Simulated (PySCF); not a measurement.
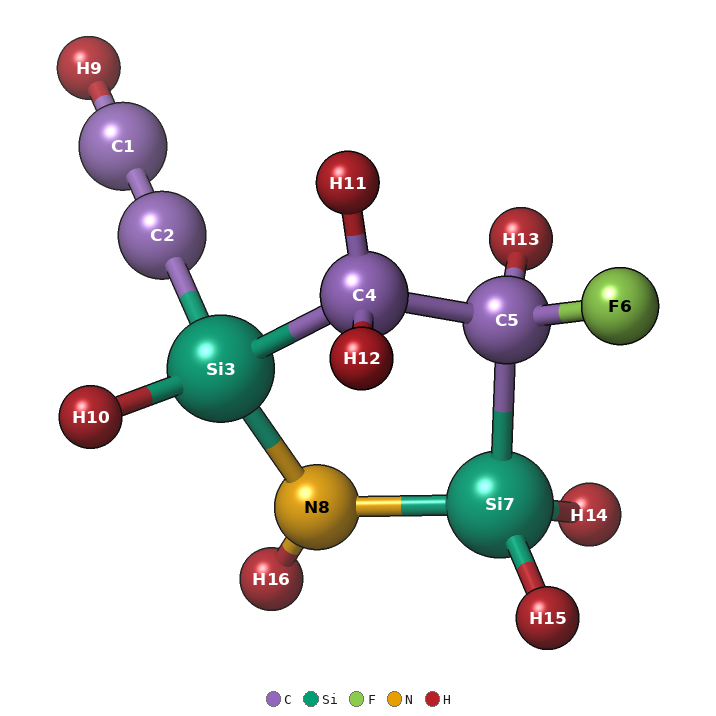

Computed geometry: PBE0-D3(BJ)/def2-SVP optimisation. No frequency run is at hand to confirm it as a minimum. Electric field gradients from the ground-state density, PBE0/pcSseg-1 in chloroform (IEF-PCM) (PySCF 2.14.0), non-relativistic apart from any core potentials.

Give the largest field-gradient component, the quadrupole coupling constant and the asymmetry for 14N at N8 (Q = 20.44 mb), 2H at H9 (Q = 2.86 mb), 2H at H10 (Q = 2.86 mb), 2H at H11 (Q = 2.86 mb), 2H at H12 (Q = 2.86 mb).

```
atom  V_zz (a.u.)  e²qQ/h (MHz)     η
  N8       −0.731         −3.51  0.33
  H9        0.333         0.224  0.00
 H10        0.140         0.094  0.02
 H11        0.293         0.197  0.04
 H12        0.286         0.192  0.04
```
